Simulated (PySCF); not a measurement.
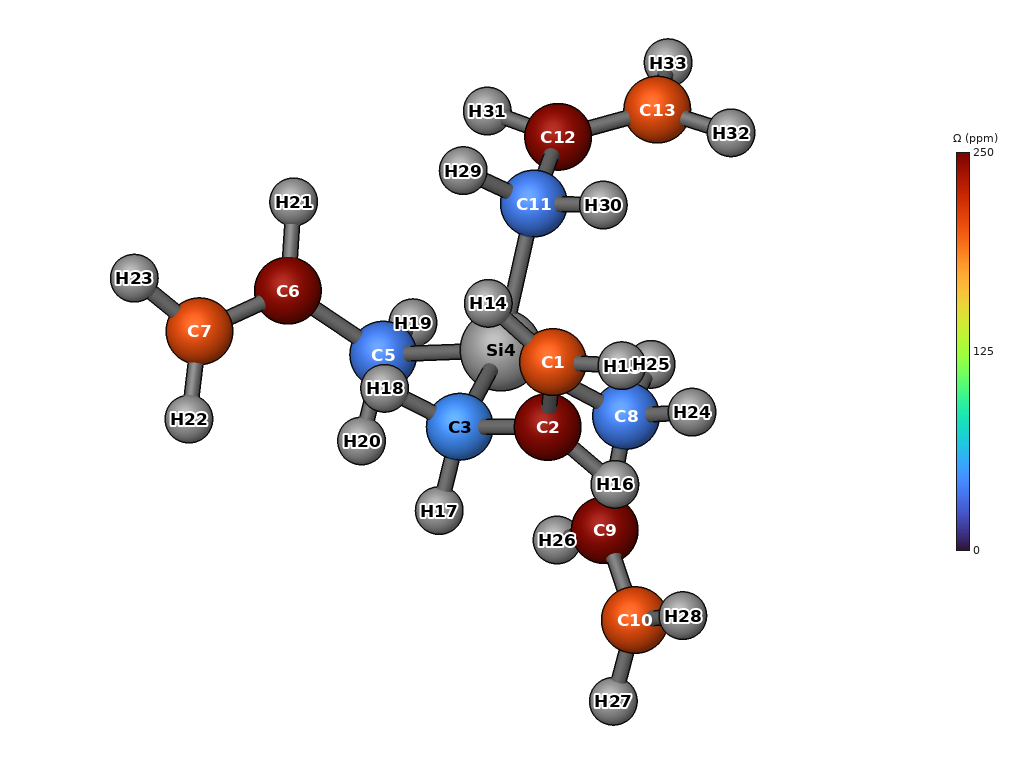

The C atoms are coloured by the span of their shielding tensor. The computed structure is the end point of a PBE0-D3(BJ)/def2-SVP optimisation. No frequency run is at hand to confirm it as a minimum. Level of theory: GIAO PBE0/pcSseg-1 NMR shielding, non-relativistic, gas phase (PySCF 2.14.0). Principal shieldings σ11 ≤ σ22 ≤ σ33, span Ω = σ33 − σ11, skew κ = 3(σiso − σ22)/Ω.

Give the shielding tensors of the C atoms.

```
atom    σ11    σ22    σ33   σiso      Ω      κ
  C1  −49.0   87.5  154.2   64.3  203.1  −0.34
  C2  −82.7   45.0  161.5   41.3  244.2  −0.05
  C3  145.5  160.7  192.0  166.1   46.5   0.35
  C5  145.5  158.3  186.2  163.3   40.6   0.37
  C6  −82.0   45.8  160.8   41.5  242.8  −0.05
  C7  −50.3   86.3  154.2   63.4  204.5  −0.34
  C8  145.8  158.6  187.6  164.0   41.8   0.39
  C9  −83.6   45.2  160.6   40.7  244.2  −0.06
 C10  −51.0   88.0  153.4   63.5  204.4  −0.36
 C11  146.3  159.3  186.9  164.2   40.6   0.36
 C12  −82.0   45.7  160.8   41.5  242.8  −0.05
 C13  −50.2   86.8  154.0   63.5  204.3  −0.34
```

Shieldings and span in ppm.
